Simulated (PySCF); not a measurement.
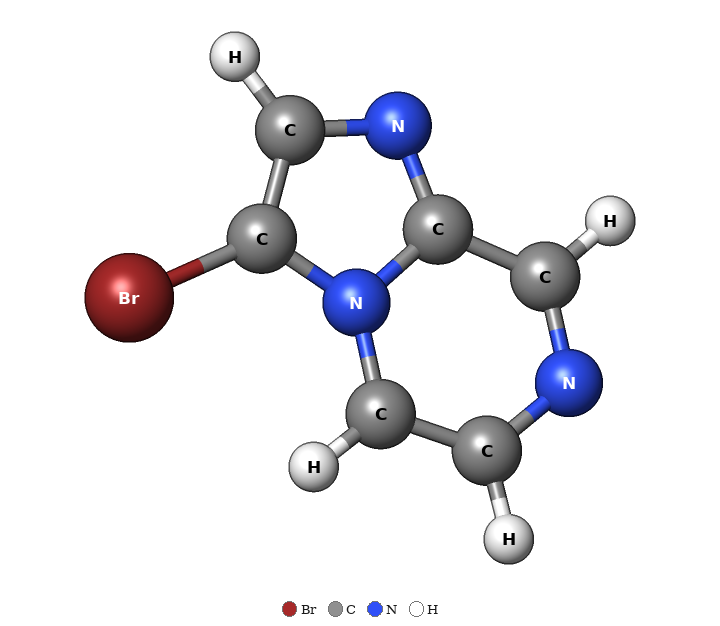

Rendered structure (ball-and-stick style).

Identify the structure.

Formula C6H4BrN3. As SMILES it reads `Brc1cnc2cnccn12`. Independent rings (smallest set): 1 of 5 members, 1 of 6 members, 2 of them aromatic. Among its groups: C–Br bond. The point group is Cs. All atoms lie on one plane. Coordination: 6 C trigonal planar; 2 N bent; 1 N trigonal planar.

More results for the same structure follow; atom numbers are the same in all pictures, views and colours differ. The computed structure is the end point of a PBE0-D3(BJ)/def2-SVP optimisation. No frequency run is at hand to confirm it as a minimum.

## Geometry

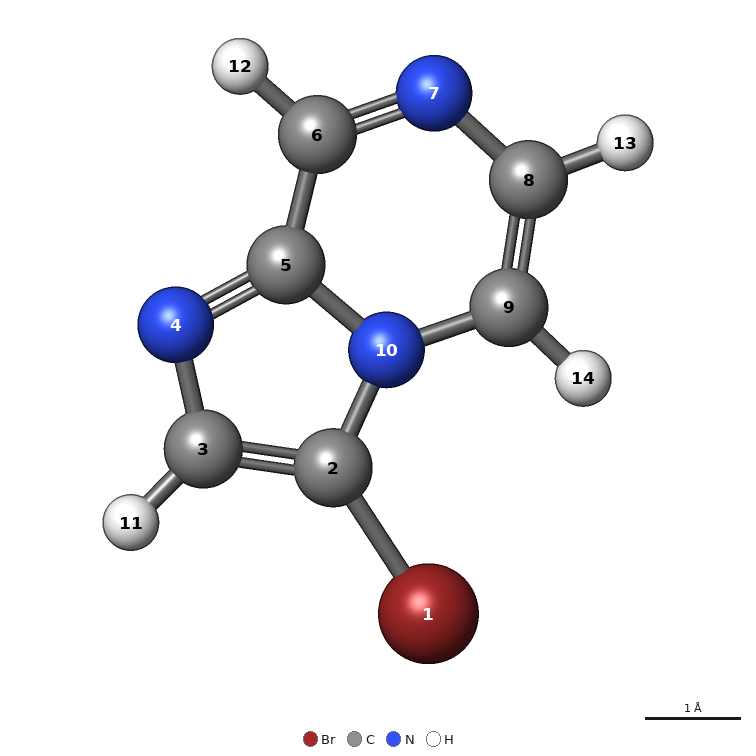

The atoms are numbered. No frequency run is at hand to confirm it as a minimum.

List the bonds and their lengths.

```tsv
bond	length (Å)	order
Br1–C2	1.850	single
C2–C3	1.390	aromatic
C2–N10	1.365	aromatic
C3–N4	1.346	aromatic
C3–H11	1.090	single
N4–C5	1.325	aromatic
C5–C6	1.415	aromatic
C5–N10	1.398	aromatic
C6–N7	1.307	aromatic
C6–H12	1.095	single
N7–C8	1.359	aromatic
C8–C9	1.366	aromatic
C8–H13	1.093	single
C9–N10	1.368	aromatic
C9–H14	1.090	single
```

## NMR shielding

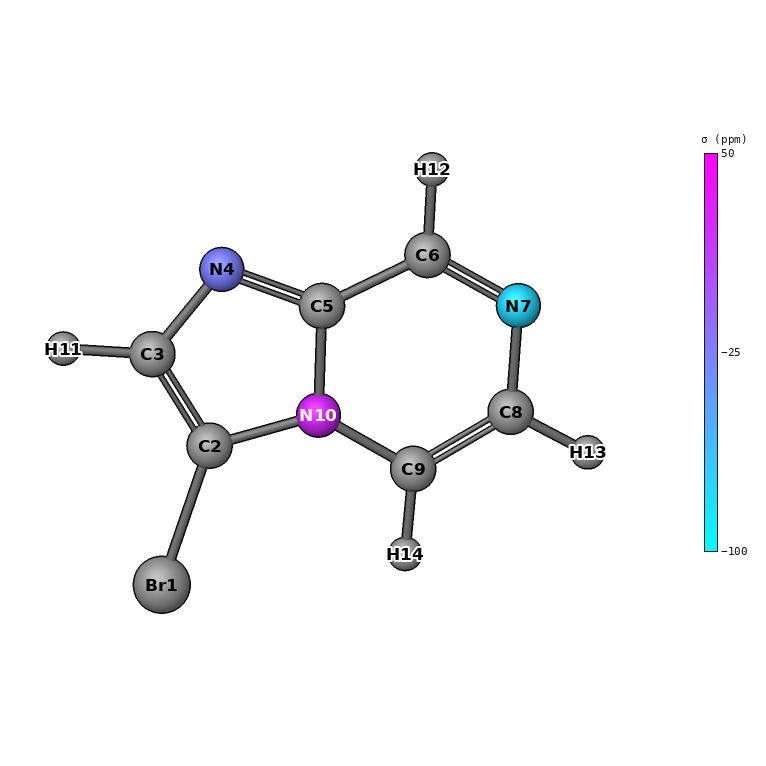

Atoms are coloured by their isotropic NMR shieldings (N only, the others grey). No frequency run is at hand to confirm it as a minimum. Level of theory: GIAO PBE0/pcSseg-1 NMR shielding, non-relativistic, gas phase (PySCF 2.14.0).

List the isotropic NMR shieldings of the N atoms.

```
atom  σ (ppm)
  N4    −26.7
  N7    −77.0
 N10     26.1
```

## Excitation

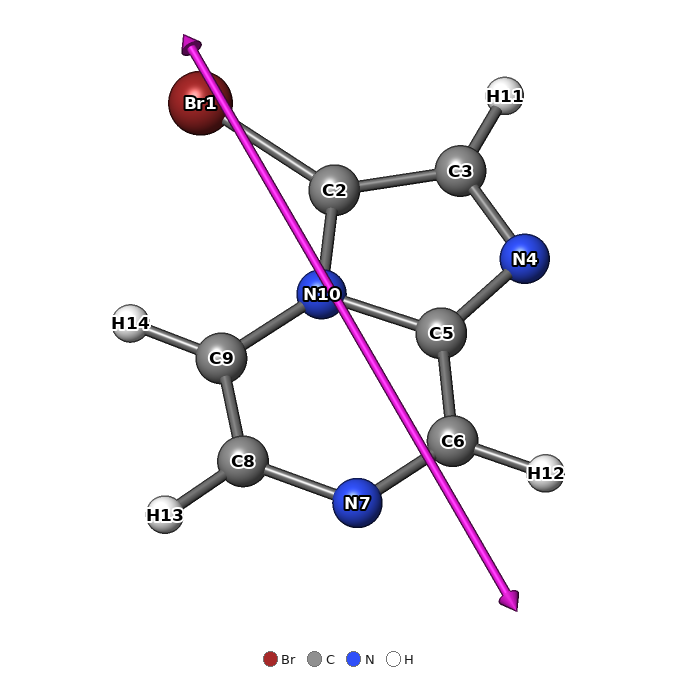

The double arrow shows the direction of the transition dipole to excited singlet state 7 (its length means nothing). No frequency run is at hand to confirm it as a minimum. Properties computed with TDDFT PBE0/def2-SVPD, vertical, gas phase, core orbitals frozen in the response (PySCF 2.14.0).

Question: How is the transition polarised?

Answer: In the molecular plane, nearly parallel to the C3–N4 bond.

Question: Give its energy, strength and character.

Answer: 5.75 eV (216 nm), oscillator strength 0.44, of mixed character, with the largest part HOMO → LUMO+1 (weight 0.47); transition dipole 4.50 D.

## Quadrupole coupling

No frequency run is at hand to confirm it as a minimum. Electric field gradients from the ground-state density, PBE0/pcSseg-1 (PySCF 2.14.0), non-relativistic apart from any core potentials.

Give the largest field-gradient component, the quadrupole coupling constant and the asymmetry for 79Br at Br1 (Q = 313 mb), 14N at N4 (Q = 20.44 mb), 14N at N7 (Q = 20.44 mb), 14N at N10 (Q = 20.44 mb), 2H at H11 (Q = 2.86 mb), 2H at H12 (Q = 2.86 mb), 2H at H13 (Q = 2.86 mb), 2H at H14 (Q = 2.86 mb).

```
atom  V_zz (a.u.)  e²qQ/h (MHz)     η
 Br1        8.251         606.8  0.01
  N4       −0.880         −4.22  0.05
  N7       −1.116         −5.36  0.27
 N10       −0.335         −1.61  0.38
 H11        0.306         0.206  0.07
 H12        0.292         0.196  0.05
 H13        0.298         0.201  0.08
 H14        0.300         0.202  0.11
```

## Charges

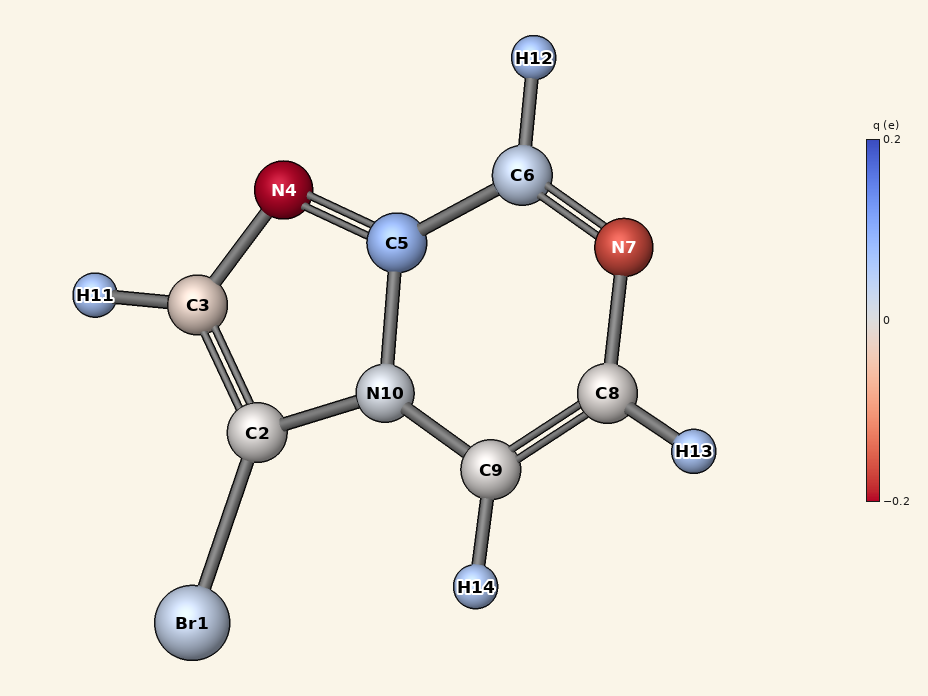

Atoms are coloured by their Hirshfeld charges. No frequency run is at hand to confirm it as a minimum. Level of theory: PBE0/pcSseg-1, gas phase (PySCF 2.14.0).

Question: Which atom carries the highest charge (most positive or least negative)?

Answer: C5 (0.08 e).

Question: And the lowest?

Answer: N4 (−0.20 e).

List the Hirshfeld charges.

```tsv
atom	value (e)
Br1	0.03
C2	0.00
C3	−0.02
N4	−0.20
C5	0.08
C6	0.03
N7	−0.16
C8	−0.01
C9	0.00
N10	0.01
H11	0.07
H12	0.07
H13	0.06
H14	0.06
```
